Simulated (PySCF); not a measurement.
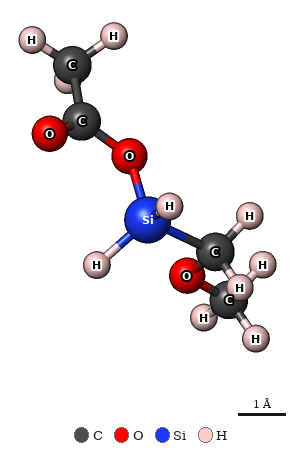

Starting structure of C4H10O3Si. A ball-and-stick model, seen from a free direction.

The start comes from GFN2-xTB. Its atoms were then displaced at random by about 0.01 Å.

The calculation used PBE0-D3(BJ)/def2-SVP geometry optimisation, gas phase (PySCF).

```xyz
18

C    -3.0145    0.9345    0.4302
O    -1.9165    0.1307    0.2717
C    -1.5825   -0.0925   -1.0857
Si   -0.0065   -1.2259   -1.0446
O     1.1685   -0.1944   -0.6064
C     2.4140   -0.5923   -0.3719
C     3.3298    0.5248    0.0539
O     2.7659   -1.7368   -0.5086
H    -2.8666    1.9565    0.0045
H    -3.9223    0.5124   -0.0381
H    -3.2184    1.0609    1.5042
H    -2.3882   -0.5746   -1.5974
H    -1.4036    0.8764   -1.5940
H    -0.2206   -2.2632   -0.0270
H     0.2577   -1.7569   -2.3752
H     2.9003    1.0248    0.9402
H     3.3714    1.2753   -0.7469
H     4.3045    0.1524    0.2760
```

Predict the outcome.

Answer. The atom that moves furthest after the best rigid fit is H16 (0.27 Å). Largest moves by element: H 0.27 Å, O 0.19 Å, C 0.10 Å, Si 0.07 Å. Among the contacts that change: Si4–O5 1.624 → 1.718 Å, C3–Si4 1.942 → 1.881 Å, C3–H12 1.069 → 1.113 Å, Si4–H15 1.457 → 1.489 Å. Bond angles that change, for instance: Si4–O5–C6 122.4° → 117.4°, O2–C3–Si4 105.3° → 109.3°, Si4–C3–H13 112.9° → 109.0°. After 8 geometry steps the energy has fallen by 24.3 kJ/mol. The run took 100 s on 1 thread of Arm Neoverse V2, with other jobs on the host.

Final geometry:

```xyz
18

C    -3.0868    0.9883    0.3913
O    -1.9553    0.1801    0.2996
C    -1.6094   -0.1551   -1.0127
Si   -0.0352   -1.1848   -0.9973
O     1.1771   -0.0840   -0.4784
C     2.4319   -0.5433   -0.3970
C     3.4006    0.4957    0.0769
O     2.7113   -1.6801   -0.6863
H    -2.9479    1.9543   -0.1342
H    -3.9832    0.4952   -0.0357
H    -3.2725    1.1919    1.4554
H    -2.4158   -0.7315   -1.5191
H    -1.4442    0.7481   -1.6401
H    -0.1401   -2.3134   -0.0378
H     0.2604   -1.6439   -2.3826
H     3.0832    0.8742    1.0594
H     3.3905    1.3502   -0.6156
H     4.4079    0.0701    0.1390
```

After the run, drawn alike:

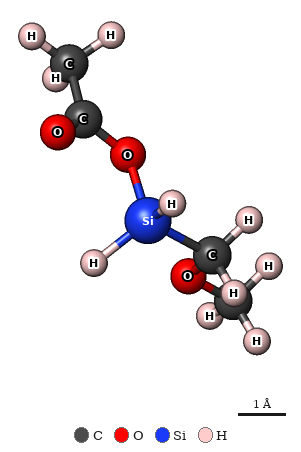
